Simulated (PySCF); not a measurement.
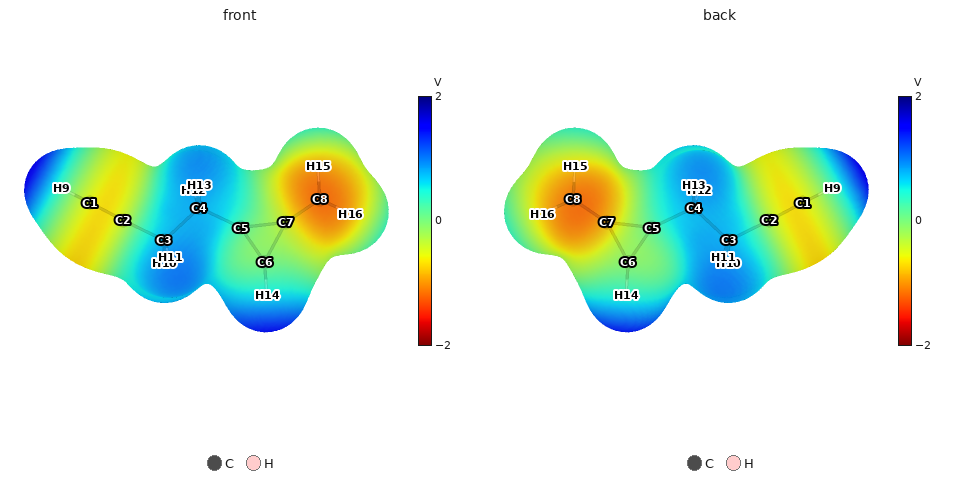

Figure 1: C$_{8}$H$_{8}$. The electrostatic potential painted on the density surface at 0.002 e/bohr³, seen from the front and from behind; the colour scale runs from red (negative) to blue (positive).

Geometry: GFN2-xTB.

Computed with PySCF, PBE0/pcSseg-1, SCF density, gas phase, non-relativistic.

```yaml
atoms:
  - { symbol: C, position_ang: [-2.1242, 1.7908, -2.5500] }
  - { symbol: C, position_ang: [-1.8314, 1.0459, -1.6608] }
  - { symbol: C, position_ang: [-1.4379, 0.1677, -0.5792] }
  - { symbol: C, position_ang: [0.0075, 0.4475, -0.1424] }
  - { symbol: C, position_ang: [0.4283, -0.4408, 0.9448] }
  - { symbol: C, position_ang: [0.1478, -1.4256, 1.7900] }
  - { symbol: C, position_ang: [1.4797, -0.8563, 1.8550] }
  - { symbol: C, position_ang: [2.6914, -0.7791, 2.3484] }
  - { symbol: H, position_ang: [-2.3977, 2.4355, -3.3305] }
  - { symbol: H, position_ang: [-1.5285, -0.8719, -0.9072] }
  - { symbol: H, position_ang: [-2.1127, 0.3170, 0.2687] }
  - { symbol: H, position_ang: [0.6888, 0.3199, -0.9906] }
  - { symbol: H, position_ang: [0.1035, 1.4871, 0.1888] }
  - { symbol: H, position_ang: [-0.5459, -2.1375, 2.1675] }
  - { symbol: H, position_ang: [3.4058, -0.0639, 1.9773] }
  - { symbol: H, position_ang: [3.0181, -1.4273, 3.1436] }
```

### Which sites attract a positive test charge, and which a negative one?

A positive charge is drawn to the negative regions and a negative charge to the positive ones. The most negative region (about −1.2 V, or −28 kcal/mol for a unit charge) lies over the π face of C8, the most positive (about +1.5 V, or +35 kcal/mol for a unit charge) over H9.

### What dipole moment does the calculation give?

Its dipole moment is 1.85 D.
